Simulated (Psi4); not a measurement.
# A workflow on FHSi (SMILES F[SiH])

Wanted: a structure relaxation (B3LYP/def2-SVP), then the harmonic vibrations, then a single-point energy (MP2-F12/cc-pVDZ-F12) of FHSi. 

Program for the calculation: Psi4 1.11.

## Step 1: The system as given

FHSi has 3 atoms, charge 0, and is taken as a singlet. As SMILES, `F[SiH]`. Geometry: relaxed at PBE0-D4/def2-TZVP. The run starts from this shape.

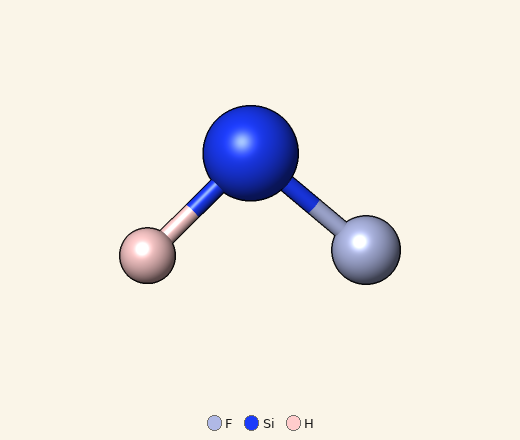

The structure, seen from a chosen angle (fluorine light blue, silicon blue, hydrogen pink).

## Step 2: A structure relaxation at B3LYP/def2-SVP (density fitting) (run 1)

The input, job.in:

```
memory 1.6 GB

molecule system {
  0 1
  F     -2.06017942     0.04610932    -1.13818204
  Si     0.35300084     1.18939362     0.32843440
  H      1.68639159    -1.35795719     0.78480326
  units bohr
  symmetry c1
}

set basis def2-SVP
set reference rks
set geom_maxiter 60

energy_value, wavefunction = optimize('b3lyp', return_wfn=True)
```

The run is started by

```
$ psi4 -n 1 job.in job.out
```

job.out:

```text
Psi4 1.11 release

gradient() will perform analytic gradient computation.

   => Loading Basis Set <=

    Name: DEF2-SVP
    Role: ORBITAL
    Keyword: BASIS

         ---------------------------------------------------------
                                   SCF
                              RKS Reference
                        1 Threads,   1525 MiB Core
         ---------------------------------------------------------

  ==> Geometry <==

    Molecular point group: c1
    Full point group: Cs

    Geometry (in Bohr), charge = 0, multiplicity = 1:

[... 149 lines left out ...]
   @DF-RKS iter   3:  -389.77239098492578   -1.51617e-01   8.72533e-04 ADIIS/DIIS
[... 64 lines left out ...]
 Dipole X            :         -1.7630106            2.1060013            0.3429907
[... 253 lines left out ...]
  Energy and wave function converged.
[... 193 lines left out ...]
    Weights Tolerance      =       1.00E-15
[... 51 lines left out ...]
    VV10 Nonlocal Energy =                  0.0000000000000000
[... 199 lines left out ...]
   @DF-RKS iter   6:  -389.77366805794452   -1.81899e-12   5.38285e-09 DIIS
[... 149 lines left out ...]
	  Convergence Criteria     1.00e-06 *    3.00e-04 *             o    1.20e-03 *             o
[... 4 lines left out ...]
Next Geometry in Ang
	Fragment 1 (Ang)

	    F  -0.9364213092  -0.3363771691   0.0000000000
	   Si   0.5879670694   0.2676640550  -0.0000000000
	    H   1.3316416638  -1.0902537476   0.0000000000

    Final optimized geometry and variables:
    Molecular point group: c1
    Full point group: Cs

    Geometry (in Bohr), charge = 0, multiplicity = 1:

    F           -1.769584949753    -0.635633349645     0.000000000000
    SI           1.111025622255     0.505863320384    -0.000000000000
    H            2.516514288729    -2.060359927896     0.000000000000

    Psi4 run time: 0:00:04.50

[set-up sections that repeat, and orbital energies of the middle runs, are left out above]
```

Standard output:

```text
Optimizer: Optimization complete!
```

Wall time 5.7 s (1 thread of INTEL XEON PLATINUM 8581C at 2.10GHz (Emerald Rapids), shared host); peak memory 0.29 GiB.

Step by step:

| step | energy from the first frame kept (eV) | largest force (eV/Å) |
| --- | --- | --- |
| 0 | 0.0000 | 0.9410 |
| 1 | -0.0124 | 0.2816 |
| 2 | -0.0137 | 0.0281 |
| 3 | -0.0138 | 0.0023 |

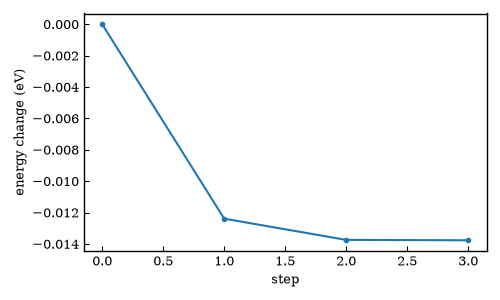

Energy along the run.

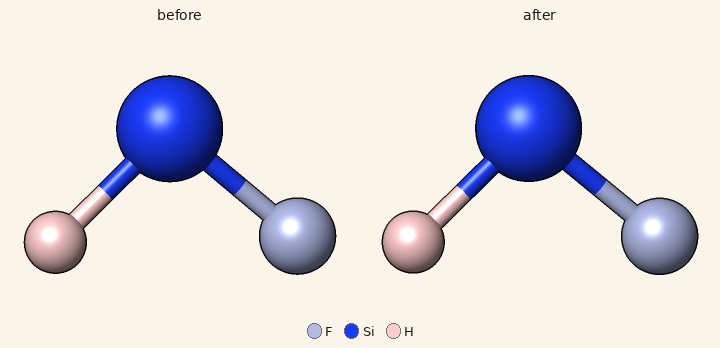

Before and after, at one scale.

After the run. Bond lengths: F1–Si2 1.640 Å, Si2–H3 1.548 Å. Angles: F1–Si2–H3 97.1°.

## Step 3: The harmonic vibrations at B3LYP/def2-SVP (density fitting) (run 2)

The input, run.py:

```python
import psi4

psi4.set_memory(1600000000)
psi4.set_num_threads(1)
psi4.set_output_file('psi4.out', False)

molecule = psi4.geometry("""
0 1
F     -1.106952     0.026764    -0.611334
Si     0.197483     0.627975     0.179570
H      0.911654    -0.723620     0.425427
units angstrom
""")

psi4.set_options({
    't': 600.0,
    'rotational_symmetry_number': 1,
})

e_tot = psi4.frequency('b3lyp/def2-SVP', molecule=molecule)
print(f'total energy {e_tot:.8f} hartree = {e_tot * 27.211386:.5f} eV')
for k in ('ZPVE', 'ENTHALPY', 'GIBBS FREE ENERGY'):
    print(f'{k}: {psi4.variable(k):.8f} Eh')
```

The run is started by

```
$ python run.py
```

psi4.out:

```text
Psi4 1.11 release

         ----------------------------------------------------------
                                   FINDIF
         ----------------------------------------------------------

[... 277 lines left out ...]
 Dipole X            :         -1.7546682            2.1446086            0.3899404
[... 383 lines left out ...]
  @DF-RKS Final Energy:  -389.77366779387006
[... 352 lines left out ...]
   @DF-RKS iter   5:  -389.77366764457514   -2.58082e-05   2.85606e-05 DIIS
[... 272 lines left out ...]
    Weights Tolerance      =       1.00E-15
[... 293 lines left out ...]
    DFT Exchange-Correlation Energy =     -25.5947482741355081
[... 361 lines left out ...]
   @DF-RKS iter   9:  -389.77366805804508   -1.31877e-11   2.24486e-08 DIIS
[... 356 lines left out ...]
    Translational S                         41.003 [cal/(mol K)]      171.558 [J/(mol K)]       0.06534311 [mEh/K] (mol. weight = 47.9832 [u], P = 101325.00 [Pa])
[... 49 lines left out ...]
  Gibbs free energy, G = H - T * S
    Electronic contrib to G beyond E_e       0.000 [kcal/mol]        0.000 [kJ/mol]       0.00000000 [Eh]
    Translational contrib to G             -21.621 [kcal/mol]      -90.463 [kJ/mol]      -0.03445565 [Eh]
    Rotational contrib to G                -11.053 [kcal/mol]      -46.248 [kJ/mol]      -0.01761477 [Eh]
    Vibrational contrib to G                 4.931 [kcal/mol]       20.632 [kJ/mol]       0.00785819 [Eh]
  Correction G                             -27.744 [kcal/mol]     -116.079 [kJ/mol]      -0.04421223 [Eh]
  Total G, Gibbs energy at  600.00 [K]                                                 -389.81788029 [Eh]
  *** Absolute Gibbs energy, not a free energy of formation ***

[set-up sections that repeat, and orbital energies of the middle runs, are left out above]
```

On the terminal:

```text
total energy -389.77366806 hartree = -10606.28173 eV
ZPVE: 0.00838901 Eh
ENTHALPY: -389.75645952 Eh
GIBBS FREE ENERGY: -389.81788029 Eh
```

It took 16 s on 1 thread of INTEL XEON PLATINUM 8581C at 2.10GHz (Emerald Rapids), shared host; peak memory 0.29 GiB.

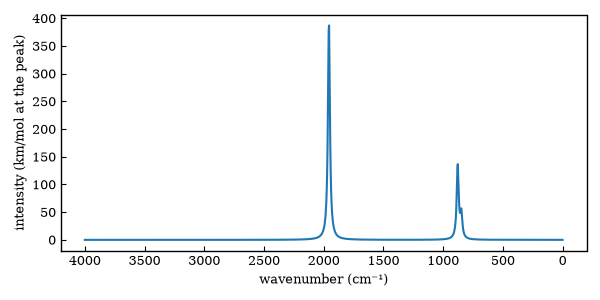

Harmonic infrared spectrum, unscaled, lines broadened by 10 cm⁻¹.

## Step 4: A single-point energy at MP2-F12/cc-pVDZ-F12 (density fitting, density fitting for correlation) (run 3)

The input, fhsi.py:

```python
import psi4

psi4.set_memory(1600000000)
psi4.set_num_threads(1)
psi4.core.set_output_file('fhsi.out', False)

geom = psi4.geometry("""
0 1
F
Si 1 1.639675
H 2 1.54832 1 97.09211
units angstrom
""")

psi4.set_options({
    'reference': 'rhf',
    'freeze_core': True,
})

e_tot = psi4.energy('mp2-f12/cc-pVDZ-F12', molecule=geom)
print(f'total energy {e_tot:.8f} hartree = {e_tot * 27.211386:.5f} eV')
for k, v in sorted(psi4.core.scalar_variables().items()):
    print(f'{k:45s} {v:18.10f}')
```

The run is started by

```
$ python fhsi.py
```

fhsi.out:

```text
SCF Algorithm Type (re)set to DF.

   => Loading Basis Set <=

    Name: CC-PVDZ-F12
    Role: ORBITAL
    Keyword: BASIS

         ---------------------------------------------------------
                                   SCF
                              RHF Reference
                        1 Threads,   1525 MiB Core
         ---------------------------------------------------------

  ==> Geometry <==

    Molecular point group: cs
    Full point group: Cs

    Geometry (in Angstrom), charge = 0, multiplicity = 1:

[... 94 lines left out ...]
   @DF-RHF iter   1:  -388.96852729159917   -7.71003e-01   5.62433e-03 ADIIS/DIIS
[... 4 lines left out ...]
   @DF-RHF iter   6:  -389.00650059870469   -9.50850e-07   2.68936e-06 DIIS
[... 4 lines left out ...]
   @DF-RHF iter  11:  -389.00650063891919   -6.25278e-13   2.71777e-09 DIIS
[... 33 lines left out ...]
    One-Electron Energy =                -635.3923678642147479
[... 18 lines left out ...]
 Dipole Z            :          0.0000000            0.0000000            0.0000000
[... 49 lines left out ...]
	 Correlation Energy        =      -0.3248640572926718 [Eh]
[... 9 lines left out ...]
	 SCS Total Energy          =    -389.3285367345083614 [Eh]
[... 76 lines left out ...]
 ===> Computing F12/3C(FIX) Energy Correction <===

  i   j  |     E_F12(Singlet)     E_F12(Triplet)            E_F12
 ----------------------------------------------------------------------
  7   7  |    -0.002783923938     0.000000000000      -0.002783923938
  7   8  |    -0.006154043006    -0.001019980606      -0.007174023612
  7   9  |    -0.007392422814    -0.001428723505      -0.008821146319
[... 17 lines of this table left out ...]
 12  12  |    -0.003947103506     0.000000000000      -0.003947103506

 ===> DF-MP2-F12/3C(FIX) Energies <===

     RHF Reference Energy:              -389.006500638919
     CABS Singles Correction:            -0.007655369030
     CABS-corrected Reference Energy:   -389.014156007950
     MP2 Correlation Energy:             -0.324864057293
     F12/3C(FIX) Correction Energy:      -0.082747275167
     MP2-F12/3C(FIX) Correlation Energy: -0.407611332460
  Total DF-MP2-F12/3C(FIX) Energy:      -389.421767340410

	total time  =         10 seconds =       0.17 minutes
```

The script printed:

```text
total energy -389.42176734 hartree = -10596.70603 eV
CURRENT CORRELATION ENERGY                         -0.4076113325
CURRENT ENERGY                                   -389.4217673404
CURRENT REFERENCE ENERGY                         -389.0141560079
CUSTOM SCS-MP2 CORRELATION ENERGY                  -0.3220360956
CUSTOM SCS-MP2 TOTAL ENERGY                      -389.3285367345
DD SOLVATION ENERGY                                 0.0000000000
F12 CABS CORRECTION ENERGY                         -0.0076553690
HF KINETIC ENERGY                                 388.8609256468
HF POTENTIAL ENERGY                              -777.8674262857
HF TOTAL ENERGY                                  -389.0065006389
HF VIRIAL RATIO                                     2.0003743626
HF-CABS TOTAL ENERGY                             -389.0141560079
MP2 CORRELATION ENERGY                             -0.3248640573
MP2 DOUBLES ENERGY                                 -0.3248640573
MP2 OPPOSITE-SPIN CORRELATION ENERGY               -0.2466323960
MP2 SAME-SPIN CORRELATION ENERGY                   -0.0782316613
MP2 SINGLES ENERGY                                 -0.0000000000
MP2 TOTAL ENERGY                                 -389.3313646962
MP2-F12 CORRECTION ENERGY                          -0.0827472752
MP2-F12 CORRELATION ENERGY                         -0.4076113325
MP2-F12 DOUBLES ENERGY                             -0.4076113325
MP2-F12 OPPOSITE-SPIN CORRELATION ENERGY           -0.3145163351
MP2-F12 SAME-SPIN CORRELATION ENERGY               -0.0930949973
MP2-F12 SINGLES ENERGY                              0.0000000000
MP2-F12 TOTAL ENERGY                             -389.4217673404
NUCLEAR REPULSION ENERGY                           47.4418171473
ONE-ELECTRON ENERGY                              -635.3923678642
PCM POLARIZATION ENERGY                             0.0000000000
PE ENERGY                                           0.0000000000
SCF ITERATION ENERGY                             -389.0065006389
SCF ITERATIONS                                     11.0000000000
SCF TOTAL ENERGY                                 -389.0065006389
SCS-MP2 CORRELATION ENERGY                         -0.3220360956
SCS-MP2 TOTAL ENERGY                             -389.3285367345
TWO-ELECTRON ENERGY                               198.9440500780
```

Run time: 12 s. Hardware: 1 thread of INTEL XEON PLATINUM 8581C at 2.10GHz (Emerald Rapids), shared host; peak memory 0.84 GiB.

## Step 5: Summary of results

```
                                                                     quantity             value
                               run 1, B3LYP/def2-SVP: total energy at the end     -389.77367 Eh
                                         run 1, B3LYP/def2-SVP: dipole moment            1.03 D
                                           run 1, B3LYP/def2-SVP: HOMO energy          -6.73 eV
                                           run 1, B3LYP/def2-SVP: LUMO energy          -2.78 eV
                                         run 1, B3LYP/def2-SVP: HOMO–LUMO gap           3.95 eV
                            run 2, B3LYP/def2-SVP: lowest harmonic wavenumber          848 cm⁻¹
                           run 2, B3LYP/def2-SVP: highest harmonic wavenumber         1956 cm⁻¹
                                     run 2, B3LYP/def2-SVP: zero-point energy       22.0 kJ/mol
run 2, B3LYP/def2-SVP: ideal-gas entropy at 600 K (symmetry number 1 as used)  64.2 cal/(mol K)
                                     run 3, MP2-F12/cc-pVDZ-F12: total energy     -389.42177 Eh
              run 3, MP2-F12/cc-pVDZ-F12: HOMO energy (Hartree–Fock orbitals)          -9.66 eV
              run 3, MP2-F12/cc-pVDZ-F12: LUMO energy (Hartree–Fock orbitals)           0.13 eV
            run 3, MP2-F12/cc-pVDZ-F12: HOMO–LUMO gap (Hartree–Fock orbitals)           9.78 eV
      run 3, MP2-F12/cc-pVDZ-F12: correlation energy (6 core orbitals frozen)        -407.6 mEh
```

The optimisation (run 1, B3LYP/def2-SVP) took 4 steps and changed the energy by -0.014 eV. All 3 modes are real, so the shape is a minimum at this level.
